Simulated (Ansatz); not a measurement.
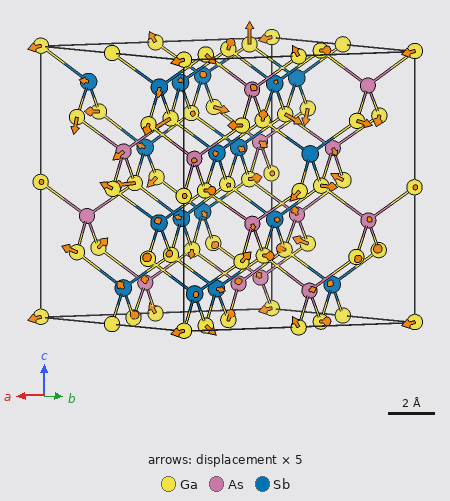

This is a relaxation of crystalline Ga$_{32}$As$_{14}$Sb$_{18}$ (a generated structure, set up in P1). The starting structure is drawn; orange arrows show the displacements, magnified 5 times.

The picture is a ball-and-stick view of the cell of the calculation, seen from a free direction.

Level of theory: DFT, PBEsol, PAW, plane waves in Ansatz 0.2.0. Set-up: plane-wave cutoff 420 eV; k-point mesh 1 × 1 × 1; mesh shifted by (0.25, 0.25, 0.25); no spin polarisation; cell relaxed at fixed shape; force threshold 0.03 eV/Å; at most 80 steps.

What did the optimiser do to the structure, and how much energy did it gain?

Answer. The energy falls by 45.9 meV per atom in 4 geometry steps. Largest force component: 1.7 eV/Å at the start, 0.024 eV/Å at the end. The pressure goes from 0.73 to 0.00 GPa. A Ga atom moves most: 0.23 Å along +a. By element the largest moves are Ga 0.23 Å, As 0.13 Å, Sb 0.11 Å. The lattice vectors keep their values. Near-neighbour distances that change, for instance: Ga–Sb 2.500 → 2.652 Å, As–Ga 2.619 → 2.470 Å, As–Ga 2.643 → 2.510 Å, As–Ga 2.587 → 2.459 Å. Bond angles that change, for instance: As–Ga–As 108.4° → 117.5°, Sb–Ga–Sb 109.3° → 100.8°, Sb–Ga–Sb 112.2° → 104.5°. The space group stays P1 (No. 1). Cost: 10 s on 1 × NVIDIA GB300 Max-Q with 8 threads of Arm Neoverse-V2, peak memory 2.3 GiB.
